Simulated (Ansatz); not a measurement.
# C2H5FO: rotation by 120° about the C1–O2 bond, part 2 of 2

How high is the barrier for the rotation by 120° about the C1–O2 bond? Relax the two ends, then run a nudged elastic band between them. SMILES of the start: COCF.

Ansatz 0.2.0; RKS B3LYP-D4/def2-SVP. The steps go on from the part before.

## (5) Images and barrier

Images 0 and 8 are the ends. Energies count from image 0; the path length is the program's own measure over all atoms.

```tsv
image	path (Å)	energy (eV)	dihedral H5–C1–O2–C3 (°)	band force (eV/Å)
0	0.000	0.0000	-61	-
1	0.387	0.0071	-54	0.012
2	0.775	0.0384	-39	0.015
3	1.161	0.0855	-20	0.018
4*	1.547	0.1090	0	0.002
5	1.936	0.0852	21	0.020
6	2.325	0.0378	39	0.017
7	2.715	0.0066	54	0.014
8	3.106	0.0000	61	-
```

The star marks the climbing image.

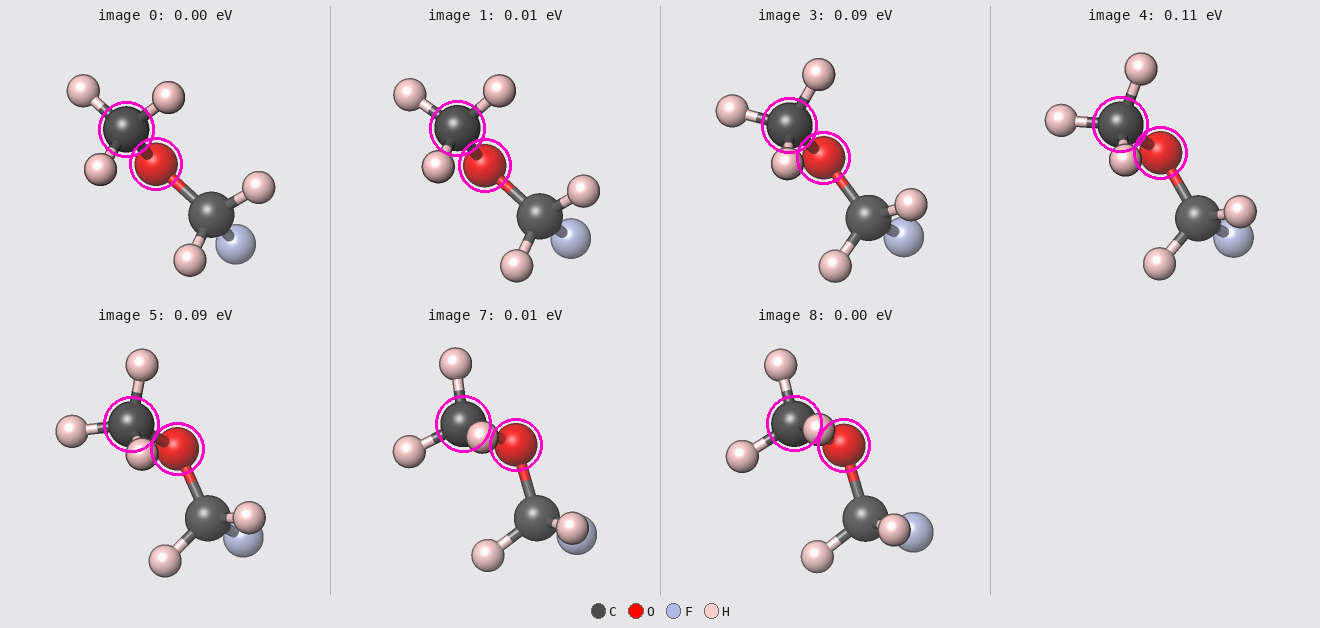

The images of the last band, seen from a free direction. Ringed: C1, O2. Sticks join atoms closer than a bonding distance in each image.

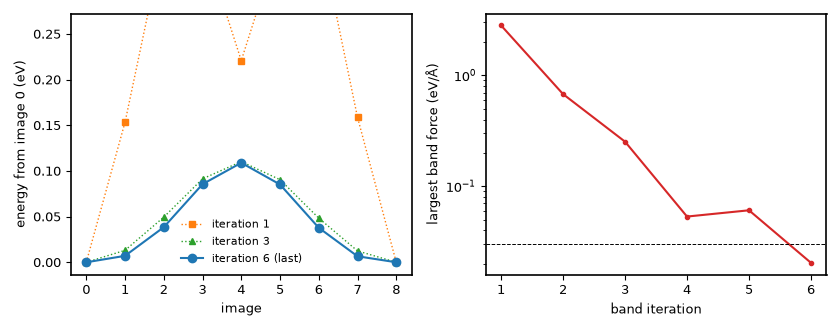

Left: energy of each image for early iterations and the last one (lines only join the points; early values far above the last band run off the scale). Right: the largest band force by iteration, with the threshold dashed.

How the highest energy settled:

```tsv
iteration	highest image above image 0 (eV)	largest band force (eV/Å)
1	0.3637	2.824
2	0.1229	0.678
3	0.1102	0.253
4	0.1090	0.053
5	0.1090	0.061
6	0.1090	0.020
```

The band as a trajectory file:

```xyz
9
image=0 dE=0.0000
C     0.291    1.153    0.005
O     0.098    0.007    0.794
C    -0.300   -1.101    0.069
F    -0.456   -2.131    0.937
H     1.079    1.004   -0.761
H     0.603    1.967    0.673
H    -0.638    1.461   -0.516
H    -1.270   -0.918   -0.446
H     0.466   -1.384   -0.687
9
image=1 dE=0.0071
C     0.262    1.161    0.008
O     0.134    0.000    0.788
C    -0.261   -1.112    0.065
F    -0.586   -2.090    0.947
H     0.936    1.010   -0.860
H     0.693    1.944    0.646
H    -0.717    1.514   -0.376
H    -1.150   -0.888   -0.566
H     0.564   -1.482   -0.583
9
image=2 dE=0.0384
C     0.230    1.172    0.007
O     0.053    0.020    0.795
C    -0.241   -1.120    0.067
F    -0.638   -2.080    0.939
H     0.771    0.958   -0.935
H     0.832    1.886    0.587
H    -0.735    1.652   -0.252
H    -1.059   -0.942   -0.665
H     0.660   -1.488   -0.473
9
image=3 dE=0.0855
C     0.204    1.184    0.004
O    -0.078    0.046    0.787
C    -0.229   -1.128    0.069
F    -0.648   -2.086    0.933
H     0.611    0.924   -0.991
H     0.960    1.791    0.527
H    -0.699    1.805   -0.148
H    -0.985   -1.027   -0.740
H     0.739   -1.453   -0.372
9
image=4 dE=0.1090
C     0.181    1.191   -0.002
O    -0.230    0.073    0.755
C    -0.218   -1.132    0.073
F    -0.639   -2.092    0.934
H     0.454    0.925   -1.039
H     1.061    1.663    0.468
H    -0.631    1.937   -0.047
H    -0.908   -1.114   -0.799
H     0.805   -1.395   -0.275
9
image=5 dE=0.0852
C     0.168    1.190   -0.007
O    -0.369    0.095    0.699
C    -0.215   -1.130    0.074
F    -0.638   -2.087    0.936
H     0.300    0.976   -1.084
H     1.149    1.496    0.404
H    -0.528    2.039    0.082
H    -0.838   -1.188   -0.847
H     0.846   -1.334   -0.189
9
image=6 dE=0.0378
C     0.151    1.185   -0.017
O    -0.476    0.111    0.639
C    -0.211   -1.125    0.076
F    -0.657   -2.077    0.933
H     0.149    1.065   -1.118
H     1.201    1.318    0.313
H    -0.410    2.099    0.224
H    -0.751   -1.243   -0.890
H     0.878   -1.277   -0.092
9
image=7 dE=0.0066
C     0.132    1.184   -0.030
O    -0.535    0.118    0.597
C    -0.200   -1.122    0.083
F    -0.714   -2.068    0.908
H    -0.009    1.177   -1.130
H     1.221    1.171    0.176
H    -0.290    2.118    0.365
H    -0.634   -1.267   -0.932
H     0.904   -1.253    0.031
9
image=8 dE=0.0000
C     0.116    1.185   -0.044
O    -0.500    0.115    0.625
C    -0.176   -1.124    0.103
F    -0.836   -2.062    0.826
H    -0.177    1.233   -1.112
H     1.223    1.123    0.004
H    -0.204    2.113    0.449
H    -0.489   -1.208   -0.961
H     0.917   -1.319    0.178
```

## (6) Frequencies at the highest image

The geometry is the highest inner image of the first converged band.

The input, input.yaml:

```yaml
crystal:
  periodic: [false, false, false]
  atoms:
    - { symbol: C, position_ang: [0.180979, 1.191098, -0.001508] }
    - { symbol: O, position_ang: [-0.230074, 0.073255, 0.755069] }
    - { symbol: C, position_ang: [-0.218382, -1.131641, 0.073237] }
    - { symbol: F, position_ang: [-0.638834, -2.09151, 0.933535] }
    - { symbol: H, position_ang: [0.453653, 0.925333, -1.03908] }
    - { symbol: H, position_ang: [1.061307, 1.662923, 0.468238] }
    - { symbol: H, position_ang: [-0.63146, 1.936864, -0.046764] }
    - { symbol: H, position_ang: [-0.908283, -1.114147, -0.79931] }
    - { symbol: H, position_ang: [0.805094, -1.394576, -0.274617] }
basis:
  gaussian: { orbitals: def2-SVP }
hamiltonian:
  xc: b3lyp
  dispersion: d4
phonons: {}
```

Started as:

```
$ ansatz run input.yaml --threads 1 --pin off --max-ram 2048MiB --backend cpu --events-out ev --progress --plain --runs-dir out
```

Standard output, cut to the lines that bear on the results:

```text
Warning: RAYON_NUM_THREADS=1 ignored (pool sized by the plan → 1); use --threads N
[...]
Functional definition: B3LYP
[...]
887 factors; integrals over basis functions are off by at most 3.0e-4 eV
[...]
mean field -6913.48485494 eV, -254.0658822906 hartree, gradient 1.7e-5 eV, S^2 0.000000; 0 other end points of the search recorded, 0 dependent functions left out
[...]
reference -6913.48503632 eV, -254.0658889562 hartree; 17, 17 occupied and 64, 64 virtual orbitals, 887 factors
[...]
887 factors; integrals over basis functions are off by at most 3.0e-4 eV
[...]
mean field -6913.48469326 eV, -254.0658763490 hartree, gradient 2.1e-6 eV, S^2 0.000000; 0 other end points of the search recorded, 0 dependent functions left out
[...]
reference -6913.48487468 eV, -254.0658830161 hartree; 17, 17 occupied and 64, 64 virtual orbitals, 887 factors
[...]
887 factors; integrals over basis functions are off by at most 3.0e-4 eV
[...]
WARN: phonons: modes at or below zero, which the zero-point energy, F, S and C_V leave out: 1, the lowest at -236.59 cm⁻¹. A minimum has none, and a first-order saddle one
[...]
Atom 0 at     0.180979     1.191098    -0.001508 Å, force     0.000547     0.001317    -0.000722 eV/Å
Atom 1 at    -0.230074     0.073255     0.755069 Å, force    -0.000316    -0.001588     0.000198 eV/Å
Atom 2 at    -0.218382    -1.131641     0.073237 Å, force     0.000061    -0.000342     0.000507 eV/Å
Atom 3 at    -0.638834    -2.091510     0.933535 Å, force     0.000079     0.000184    -0.000275 eV/Å
Atom 4 at     0.453653     0.925333    -1.039080 Å, force    -0.000043    -0.000066     0.000429 eV/Å
Atom 5 at     1.061307     1.662923     0.468238 Å, force    -0.000344    -0.000115    -0.000281 eV/Å
Atom 6 at    -0.631460     1.936864    -0.046764 Å, force     0.000264    -0.000028    -0.000068 eV/Å
Atom 7 at    -0.908283    -1.114147    -0.799310 Å, force     0.000114     0.000158     0.000164 eV/Å
Atom 8 at     0.805094    -1.394576    -0.274617 Å, force    -0.000362     0.000481     0.000049 eV/Å
Dipole moment:     0.190306     0.292796    -0.467644 e Å
Vibrations: -236.59 47.16 312.64 522.04 1023.37 1135.87 1160.15 1162.49 1174.17 1255.57 1271.33 1453.69 1458.14 1485.38 1497.97 1533.98 2935.36 2981.04 3000.55 3079.67 3085.82 cm⁻¹, zero-point energy 1.957487 eV
```

Run time: 1.9 min. Hardware: 1 thread of Intel Xeon at 2.70GHz, shared host; peak memory 0.16 GiB.

Of 21 modes, 1 is imaginary by more than 30 cm⁻¹ (237i cm⁻¹).

## (7) Outcome

This closing draws on all 2 parts.

```
                    quantity                    value
                       end A  4 moves, 0.105 eV lower
                       end B  4 moves, 0.136 eV lower
            barrier forwards                  0.11 eV
           barrier backwards                  0.11 eV
second end relative to first                 0.000 eV
               highest image    4 of 0 to 8, climbing
             band iterations                        6
  imaginary modes at the top                237i cm⁻¹
```

**Reading.** The barrier from the first end is 0.11 eV, 4 times kT at 300 K, which at an assumed attempt frequency of 10^13 s⁻¹ means a rate near 10^11 s⁻¹. The two ends lie within 1 meV of each other. The listed dihedral goes from -61° at end A through 0° at the highest image to 61° at end B. One imaginary mode, as a first-order saddle point has. These are electronic energies, with no zero-point or thermal terms.
